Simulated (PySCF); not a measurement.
**PO₂⁺: one geometry, several methods**

Aim: at the PBE0 minimum of singlet PO₂⁺, found before, compare methods on energies and levels.

Computed with PySCF 2.14.0. Level: several methods, basis P def2-TZVP, O def2-TZVP, no relativity, density fitting.

## (1) The system as given

3 atoms, charge 1, spin multiplicity 1.

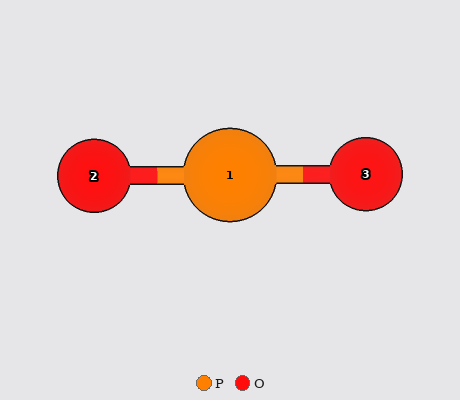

The starting geometry (phosphorus orange, oxygen red); atoms are numbered from 1 in the order of the file.

Z-matrix (Å, degrees; charge 1 multiplicity 1):
```
P
O  1 1.4299
O  1 1.4299 2 180.00
```

## (2) Real-space pictures of the lowest minimum

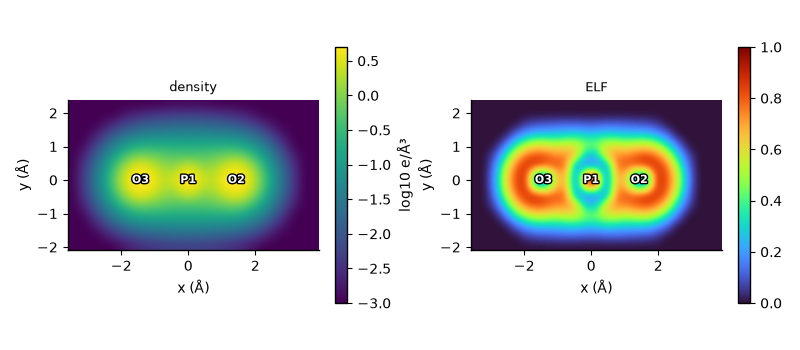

The plane holds P1 at (0.00, 0.00), O2 at (1.43, 0.00), O3 at (-1.43, 0.00) Å. ELF is set to 0 where the density is under 0.005 e/Å³; an orbital's overall sign is arbitrary.

The fields below are evaluated on a grid from the run's orbitals.

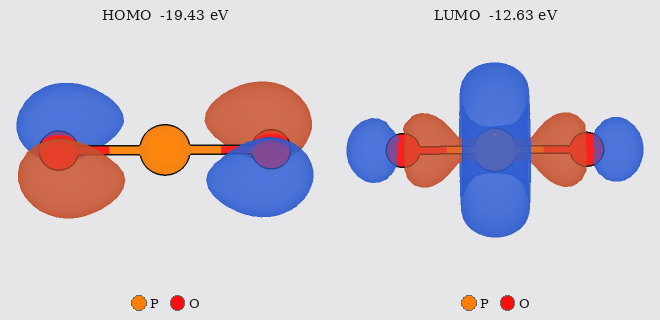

Frontier orbitals at PBE0; each surface holds 70 % of the orbital's density, blue and red mark the sign.

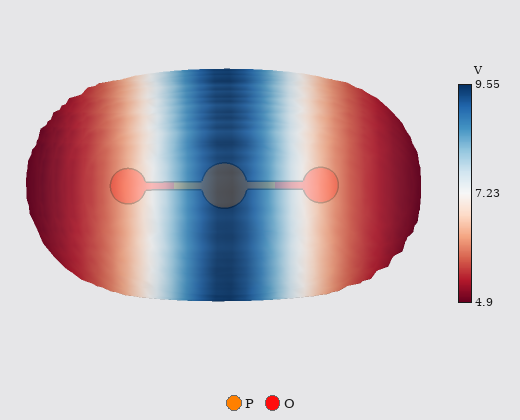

Electrostatic potential on the surface of density 0.002 e/bohr³; red is low, blue high. It runs, from the 1st to the 99th percentile, from 4.90 V near O2 to 9.55 V near P1.

Along P1–O2 (1.430 Å) the density is least, 1.71 e/Å³, about 0.57 Å from P1; ELF there is 0.13.

Making the fields took 0.6 s on 2 threads of Arm Neoverse V2, shared host.

## (3) PBE0

One driver script runs all steps and calls PySCF; scf.py shows the equivalent input of each level. Each SCF starts from the density of the minimum. The driver also runs the species with one electron less or more at the same geometry; their logs are not shown.

The input, scf.py:

```python
from pyscf import gto, scf, dft
mol = gto.M(atom='''
P     -0.000000     0.000000     0.000000
O      0.000000     0.000000     1.429944
O     -0.000000     0.000000    -1.429944''',
    basis={'P': 'def2-TZVP', 'O': 'def2-TZVP'},
    charge=1, spin=0)
mf = dft.RKS(mol, xc='PBE0')
mf.grids.atom_grid = (75, 302)
aux = {'P': 'def2-universal-JKFIT', 'O': 'def2-universal-JKFIT'}
mf = mf.density_fit(auxbasis=aux)
mf.conv_tol = 1e-08
mf.diis_space = 10
mf.max_cycle = 60
mf.verbose = 4
mf.kernel()
```

On the command line:

```
OMP_NUM_THREADS=2 python axn.py task.json out
```

Standard output:

```text
init E= -491.187863987957
  HOMO = -0.714047108313185  LUMO = -0.464046754677277  gap/eV = 6.80286
cycle= 1 E= -491.187863987956  delta_E= 4.55e-13  |g|= 4.38e-07  |ddm|= 3.07e-07
  HOMO = -0.714047197042506  LUMO = -0.464046772319143  gap/eV = 6.80286
Extra cycle  E= -491.187863987956  delta_E= 4.55e-13  |g|= 9.8e-07  |ddm|= 7.09e-07
converged SCF energy = -491.187863987956
```

This level, with the species of one electron less or more, took 1.2 s.

| Quantity | Value |
| --- | --- |
| energy | -491.187864 Eh |
| one electron less (charge +2) | -490.369308 Eh (doublet, ⟨S²⟩ 0.81) |
| one electron more (charge +0) | -491.552295 Eh (doublet, ⟨S²⟩ 0.76) |
| Mulliken charge of P1 | +1.14 e |

## (4) HF

Changes to scf.py since step 3:

```diff
@@ -8,2 +8 @@
-mf = dft.RKS(mol, xc='PBE0')
-mf.grids.atom_grid = (75, 302)
+mf = scf.RHF(mol)
```

Standard output, cut to the lines that bear on the results:

```text
[... the frontier levels of the middle cycles are left out ...]
init E= -490.115123875916
  HOMO = -0.85918178738549  LUMO = -0.303179753271827  gap/eV = 15.12959
cycle= 1 E= -490.141371419635  delta_E= -0.0262  |g|= 0.0997  |ddm|= 0.278
  HOMO = -0.858104657962341  LUMO = -0.314908348952649  gap/eV = 14.78112
cycle= 2 E= -490.142744432994  delta_E= -0.00137  |g|= 0.0605  |ddm|= 0.0892
  HOMO = -0.864965778057541  LUMO = -0.312056255247015  gap/eV = 15.04543
cycle= 3 E= -490.143455226644  delta_E= -0.000711  |g|= 0.02  |ddm|= 0.042
cycle= 4 E= -490.143540229226  delta_E= -8.5e-05  |g|= 0.00282  |ddm|= 0.0124
cycle= 5 E= -490.143543071266  delta_E= -2.84e-06  |g|= 0.000567  |ddm|= 0.00275
cycle= 6 E= -490.143543304094  delta_E= -2.33e-07  |g|= 0.000234  |ddm|= 0.000871
cycle= 7 E= -490.143543355458  delta_E= -5.14e-08  |g|= 3.77e-05  |ddm|= 0.000559
cycle= 8 E= -490.143543356609  delta_E= -1.15e-09  |g|= 7.06e-06  |ddm|= 8.79e-05
  HOMO = -0.862730333165178  LUMO = -0.310380520828545  gap/eV = 15.03020
Extra cycle  E= -490.143543356622  delta_E= -1.26e-11  |g|= 3.27e-06  |ddm|= 8.85e-06
converged SCF energy = -490.143543356622
```

This level, with the species of one electron less or more, took 0.8 s.

- energy: -490.143543 Eh
- one electron less (charge +2): -489.377714 Eh (doublet, ⟨S²⟩ 1.13)
- one electron more (charge +0): -490.489066 Eh (doublet, ⟨S²⟩ 0.79)
- Mulliken charge of P1: +1.43 e

## (5) PBE

Changes to scf.py since step 4:

```diff
@@ -8 +8,2 @@
-mf = scf.RHF(mol)
+mf = dft.RKS(mol, xc='PBE')
+mf.grids.atom_grid = (75, 302)
```

Standard output, cut to the lines that bear on the results:

```text
[... the frontier levels of the middle cycles are left out ...]
init E= -491.183538298787
  HOMO = -0.649950266401543  LUMO = -0.504615308898238  gap/eV = 3.95477
cycle= 1 E= -491.184134290743  delta_E= -0.000596  |g|= 0.124  |ddm|= 0.182
  HOMO = -0.6692535300895  LUMO = -0.500546616960527  gap/eV = 4.59075
cycle= 2 E= -491.154630422075  delta_E= 0.0295  |g|= 0.415  |ddm|= 0.313
  HOMO = -0.652793613192532  LUMO = -0.500097324487051  gap/eV = 4.15508
cycle= 3 E= -491.187454838791  delta_E= -0.0328  |g|= 0.0243  |ddm|= 0.209
cycle= 4 E= -491.187594653851  delta_E= -0.00014  |g|= 0.00329  |ddm|= 0.0201
cycle= 5 E= -491.187596580633  delta_E= -1.93e-06  |g|= 0.000234  |ddm|= 0.00157
cycle= 6 E= -491.187596592572  delta_E= -1.19e-08  |g|= 4.43e-05  |ddm|= 0.000194
cycle= 7 E= -491.187596592956  delta_E= -3.84e-10  |g|= 2.96e-06  |ddm|= 2.56e-05
  HOMO = -0.653740215820459  LUMO = -0.502339869020922  gap/eV = 4.11981
Extra cycle  E= -491.187596592944  delta_E= 1.19e-11  |g|= 8.45e-06  |ddm|= 6.24e-06
converged SCF energy = -491.187596592944
```

This level, with the species of one electron less or more, took 3.7 s.

- energy: -491.187597 Eh
- one electron less (charge +2): -490.374539 Eh (doublet, ⟨S²⟩ 0.77)
- one electron more (charge +0): -491.545410 Eh (doublet, ⟨S²⟩ 0.76)
- Mulliken charge of P1: +1.05 e

## (6) B3LYP

Changes to scf.py since step 5:

```diff
@@ -8 +8 @@
-mf = dft.RKS(mol, xc='PBE')
+mf = dft.RKS(mol, xc='B3LYP')
```

Standard output:

```text
init E= -491.49138944183
  HOMO = -0.70411634344149  LUMO = -0.47567646532967  gap/eV = 6.21617
cycle= 1 E= -491.492320493154  delta_E= -0.000931  |g|= 0.0501  |ddm|= 0.12
  HOMO = -0.696420306715202  LUMO = -0.474703558992708  gap/eV = 6.03322
cycle= 2 E= -491.490395265183  delta_E= 0.00193  |g|= 0.114  |ddm|= 0.0777
  HOMO = -0.703049709986096  LUMO = -0.475847428038406  gap/eV = 6.18249
cycle= 3 E= -491.492713713602  delta_E= -0.00232  |g|= 0.00604  |ddm|= 0.0601
  HOMO = -0.703238473991589  LUMO = -0.476380880405287  gap/eV = 6.17311
cycle= 4 E= -491.492720537833  delta_E= -6.82e-06  |g|= 0.000629  |ddm|= 0.00434
  HOMO = -0.703120649635801  LUMO = -0.476288590805808  gap/eV = 6.17241
cycle= 5 E= -491.492720602319  delta_E= -6.45e-08  |g|= 7.74e-05  |ddm|= 0.000311
  HOMO = -0.703126787892889  LUMO = -0.47629277508242  gap/eV = 6.17247
cycle= 6 E= -491.492720603227  delta_E= -9.09e-10  |g|= 2.04e-05  |ddm|= 3.4e-05
  HOMO = -0.703128958269503  LUMO = -0.476291548805541  gap/eV = 6.17256
Extra cycle  E= -491.492720602862  delta_E= 3.66e-10  |g|= 4.9e-05  |ddm|= 3.81e-05
converged SCF energy = -491.492720602862
```

This level, with the species of one electron less or more, took 3.3 s on 2 threads of Arm Neoverse V2, shared host.

- energy: -491.492721 Eh
- one electron less (charge +2): -490.673310 Eh (doublet, ⟨S²⟩ 0.80)
- one electron more (charge +0): -491.858790 Eh (doublet, ⟨S²⟩ 0.76)
- Mulliken charge of P1: +1.13 e

## (7) r2SCAN

Changes to scf.py since step 6:

```diff
@@ -8,2 +8,2 @@
-mf = dft.RKS(mol, xc='B3LYP')
-mf.grids.atom_grid = (75, 302)
+mf = dft.RKS(mol, xc='R2SCAN')
+mf.grids.atom_grid = (90, 434)
```

Standard output:

```text
init E= -491.387625679604
  HOMO = -0.668871749600323  LUMO = -0.49770643156242  gap/eV = 4.65765
cycle= 1 E= -491.388843480445  delta_E= -0.00122  |g|= 0.0207  |ddm|= 0.129
  HOMO = -0.669322523033174  LUMO = -0.495883693442266  gap/eV = 4.71951
cycle= 2 E= -491.38846861161  delta_E= 0.000375  |g|= 0.0482  |ddm|= 0.0449
  HOMO = -0.667315465016275  LUMO = -0.496093881389854  gap/eV = 4.65918
cycle= 3 E= -491.388915806511  delta_E= -0.000447  |g|= 0.00582  |ddm|= 0.0283
  HOMO = -0.668175746477218  LUMO = -0.496865546088173  gap/eV = 4.66159
cycle= 4 E= -491.38892076098  delta_E= -4.95e-06  |g|= 0.000661  |ddm|= 0.00254
  HOMO = -0.668035683592316  LUMO = -0.496748792609672  gap/eV = 4.66095
cycle= 5 E= -491.388920829394  delta_E= -6.84e-08  |g|= 0.000125  |ddm|= 0.000467
  HOMO = -0.668044360144092  LUMO = -0.496757225946325  gap/eV = 4.66096
cycle= 6 E= -491.388920831681  delta_E= -2.29e-09  |g|= 3.15e-05  |ddm|= 6.27e-05
  HOMO = -0.668048779922023  LUMO = -0.496756819233546  gap/eV = 4.66109
Extra cycle  E= -491.388920830256  delta_E= 1.43e-09  |g|= 9.19e-05  |ddm|= 6.97e-05
converged SCF energy = -491.388920830256
```

This level, with the species of one electron less or more, took 9.5 s.

| Property | Result |
| --- | --- |
| energy | -491.388921 Eh |
| one electron less (charge +2) | -490.573674 Eh (doublet, ⟨S²⟩ 0.80) |
| one electron more (charge +0) | -491.752030 Eh (doublet, ⟨S²⟩ 0.76) |
| Mulliken charge of P1 | +1.20 e |

## (8) TPSSh

Changes to scf.py since step 7:

```diff
@@ -8 +8 @@
-mf = dft.RKS(mol, xc='R2SCAN')
+mf = dft.RKS(mol, xc='TPSSH')
```

Standard output:

```text
init E= -491.492775924649
  HOMO = -0.681798627930051  LUMO = -0.484702362721208  gap/eV = 5.36326
cycle= 1 E= -491.493623780913  delta_E= -0.000848  |g|= 0.0196  |ddm|= 0.0699
  HOMO = -0.682007893108129  LUMO = -0.481805452807087  gap/eV = 5.44779
cycle= 2 E= -491.493310366566  delta_E= 0.000313  |g|= 0.045  |ddm|= 0.0443
  HOMO = -0.680209491702409  LUMO = -0.482149186267087  gap/eV = 5.38950
cycle= 3 E= -491.493704364227  delta_E= -0.000394  |g|= 0.00401  |ddm|= 0.0255
  HOMO = -0.681097302006393  LUMO = -0.483086667417631  gap/eV = 5.38814
cycle= 4 E= -491.493706705547  delta_E= -2.34e-06  |g|= 0.000881  |ddm|= 0.00289
  HOMO = -0.680943206530216  LUMO = -0.482962041990305  gap/eV = 5.38734
cycle= 5 E= -491.49370681897  delta_E= -1.13e-07  |g|= 0.000179  |ddm|= 0.000449
  HOMO = -0.680941976055928  LUMO = -0.482953114757741  gap/eV = 5.38755
cycle= 6 E= -491.493706825455  delta_E= -6.48e-09  |g|= 1.35e-05  |ddm|= 0.00012
  HOMO = -0.680944542607215  LUMO = -0.482953951397938  gap/eV = 5.38760
Extra cycle  E= -491.493706825271  delta_E= 1.83e-10  |g|= 3.38e-05  |ddm|= 2.45e-05
converged SCF energy = -491.493706825271
```

This level, with the species of one electron less or more, took 10 s.

| Property | Result |
| --- | --- |
| energy | -491.493707 Eh |
| one electron less (charge +2) | -490.680396 Eh (doublet, ⟨S²⟩ 0.79) |
| one electron more (charge +0) | -491.854199 Eh (doublet, ⟨S²⟩ 0.76) |
| Mulliken charge of P1 | +1.12 e |

## (9) CAM-B3LYP

Changes to scf.py since step 8:

```diff
@@ -8,2 +8,2 @@
-mf = dft.RKS(mol, xc='TPSSH')
-mf.grids.atom_grid = (90, 434)
+mf = dft.RKS(mol, xc='CAMB3LYP')
+mf.grids.atom_grid = (75, 302)
```

Standard output:

```text
init E= -491.43254657102
  HOMO = -0.766855531171984  LUMO = -0.420239759165817  gap/eV = 9.43190
cycle= 1 E= -491.433725503609  delta_E= -0.00118  |g|= 0.0559  |ddm|= 0.143
  HOMO = -0.759969394346987  LUMO = -0.421757016713592  gap/eV = 9.20323
cycle= 2 E= -491.432619631504  delta_E= 0.00111  |g|= 0.0975  |ddm|= 0.0749
  HOMO = -0.76687750990302  LUMO = -0.422658200375643  gap/eV = 9.36668
cycle= 3 E= -491.434240124123  delta_E= -0.00162  |g|= 0.00246  |ddm|= 0.049
  HOMO = -0.766861838065212  LUMO = -0.422746237884283  gap/eV = 9.36386
cycle= 4 E= -491.434241303711  delta_E= -1.18e-06  |g|= 0.000415  |ddm|= 0.00186
  HOMO = -0.766852608075786  LUMO = -0.422749577403785  gap/eV = 9.36352
cycle= 5 E= -491.434241355515  delta_E= -5.18e-08  |g|= 7.26e-05  |ddm|= 0.000536
  HOMO = -0.76685593724891  LUMO = -0.422749480260705  gap/eV = 9.36361
cycle= 6 E= -491.434241358634  delta_E= -3.12e-09  |g|= 1.32e-05  |ddm|= 0.00016
  HOMO = -0.766853312316235  LUMO = -0.422748389811154  gap/eV = 9.36357
Extra cycle  E= -491.434241358756  delta_E= -1.22e-10  |g|= 1.24e-05  |ddm|= 2.38e-05
converged SCF energy = -491.434241358756
```

This level, with the species of one electron less or more, took 3.4 s.

```
energy                        : -491.434241 Eh
one electron less (charge +2) : -490.609729 Eh (doublet, ⟨S²⟩ 0.82)
one electron more (charge +0) : -491.803976 Eh (doublet, ⟨S²⟩ 0.76)
Mulliken charge of P1         : +1.13 e
```

## (10) TPSS

Changes to scf.py since step 9:

```diff
@@ -8,2 +8,2 @@
-mf = dft.RKS(mol, xc='CAMB3LYP')
-mf.grids.atom_grid = (75, 302)
+mf = dft.RKS(mol, xc='TPSS')
+mf.grids.atom_grid = (90, 434)
```

Standard output:

```text
init E= -491.5244035711
  HOMO = -0.65689849422814  LUMO = -0.500541273185789  gap/eV = 4.25470
cycle= 1 E= -491.526011331641  delta_E= -0.00161  |g|= 0.0657  |ddm|= 0.126
  HOMO = -0.664233811609983  LUMO = -0.496112872311997  gap/eV = 4.57480
cycle= 2 E= -491.518592654571  delta_E= 0.00742  |g|= 0.208  |ddm|= 0.168
  HOMO = -0.656238150820301  LUMO = -0.49613150551226  gap/eV = 4.35672
cycle= 3 E= -491.526981767227  delta_E= -0.00839  |g|= 0.0138  |ddm|= 0.106
  HOMO = -0.657648460879462  LUMO = -0.498196078772786  gap/eV = 4.33892
cycle= 4 E= -491.527026458153  delta_E= -4.47e-05  |g|= 0.00249  |ddm|= 0.0124
  HOMO = -0.657309892381863  LUMO = -0.497944027643484  gap/eV = 4.33657
cycle= 5 E= -491.527027551029  delta_E= -1.09e-06  |g|= 0.000207  |ddm|= 0.00117
  HOMO = -0.657293649483178  LUMO = -0.497919476726793  gap/eV = 4.33679
cycle= 6 E= -491.527027560602  delta_E= -9.57e-09  |g|= 2.6e-05  |ddm|= 0.000167
  HOMO = -0.657299171441138  LUMO = -0.497921719014911  gap/eV = 4.33688
Extra cycle  E= -491.527027559588  delta_E= 1.01e-09  |g|= 7.75e-05  |ddm|= 5.48e-05
converged SCF energy = -491.527027559588
```

This level, with the species of one electron less or more, took 10 s on 2 threads of Arm Neoverse V2, shared host.

```
energy                        : -491.527028 Eh
one electron less (charge +2) : -490.716158 Eh (doublet, ⟨S²⟩ 0.77)
one electron more (charge +0) : -491.884796 Eh (doublet, ⟨S²⟩ 0.76)
Mulliken charge of P1         : +1.09 e
```

## (11) The ladder

| level | vertical ionisation energy (eV) | vertical electron affinity (eV) | −ε(HOMO) (eV) | gap (eV) | wall time |
| --- | --- | --- | --- | --- | --- |
| PBE0 | 22.27 | 9.92 | 19.43 | 6.80 | 1.2 s |
| HF | 20.84 | 9.40 | 23.48 | 15.03 | 0.8 s |
| PBE | 22.12 | 9.74 | 17.79 | 4.12 | 3.7 s |
| B3LYP | 22.30 | 9.96 | 19.13 | 6.17 | 3.3 s |
| r2SCAN | 22.18 | 9.88 | 18.18 | 4.66 | 9.5 s |
| TPSSh | 22.13 | 9.81 | 18.53 | 5.39 | 10 s |
| CAM-B3LYP | 22.44 | 10.06 | 20.87 | 9.36 | 3.4 s |
| TPSS | 22.06 | 9.74 | 17.89 | 4.34 | 10 s |

Times are for 2 threads of Arm Neoverse V2, shared host; PBE0 starts from its own converged density, so its time is not comparable. A dash stands where a species or a free atom was not run at that level, or the quantity is not defined.

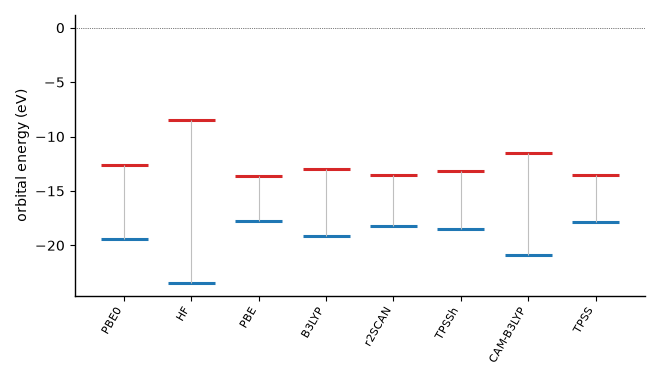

Highest occupied (blue) and lowest empty (red) levels by method.

## (12) Outcome

```
                         quantity                               value
vertical ionisation energy, range  20.84 (HF) to 22.44 (CAM-B3LYP) eV
vertical electron affinity, range   9.40 (HF) to 10.06 (CAM-B3LYP) eV
               orbital gap, range         4.12 (PBE) to 15.03 (HF) eV
```

The vertical ionisation energy spreads over 1.60 eV, from HF to CAM-B3LYP; without a CCSD(T) value for it there is no yardstick here. Spin contamination is strong in at least one of the open-shell species at HF.
